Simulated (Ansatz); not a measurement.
## Carrier doping in GaN

The reference is GaN in the rock salt structure (space group Fm-3m, No. 225; a = 4.219 Å).

Carriers are added at fixed cell with a uniform background; the Fermi–Dirac width is that of 300 K.

Calculations: PBEsol (Ansatz, a program for electronic structure; PAW; 420 eV plane waves; no spin-orbit coupling).

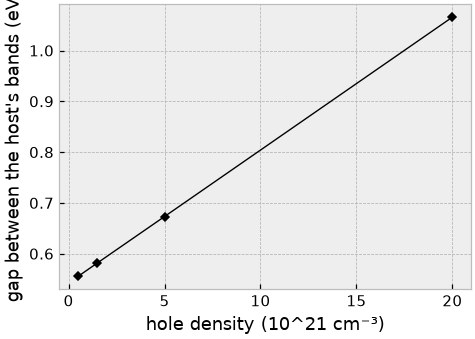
Gap between the host's bands against hole density

Task: From the plot, what is the gap between the host's bands for holes 1.5×10^21 cm⁻³?

Result: About 0.58 eV.

Task: Is the trend monotonic over the range shown?

Result: Yes, it rises throughout, spanning 0.56 eV to 1.07 eV.

Charged cell with a jellium background: band edges are those of the host's band count, energies are not comparable with the neutral cell, and many-body gap narrowing is missing. Stability against distortions was not tested. This is not the structure that GaN has at room temperature and ambient pressure.
